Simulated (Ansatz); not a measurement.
# Response to strain in Cu2O

Consider Cu₂O (space group Pn-3m, No. 224; a = 4.222 Å).

Strains are applied to the cell and any free atomic positions relax.

Method: Ansatz (an electronic-structure program), PBEsol, PAW, cutoff 420 eV, no spin-orbit coupling.

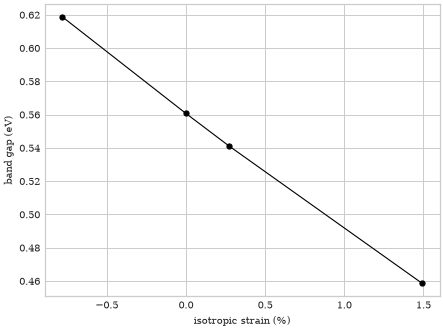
Figure: Band gap against isotropic strain

```json
[
 {"isotropic strain (%)": "-0.78", "band gap": "0.62 eV"},
 {"isotropic strain (%)": "0.27", "band gap": "0.54 eV"},
 {"isotropic strain (%)": "1.49", "band gap": "0.46 eV"}
]
```

No phonon test of stability was made. No Hubbard U is applied. The final runs are not spin-polarised.
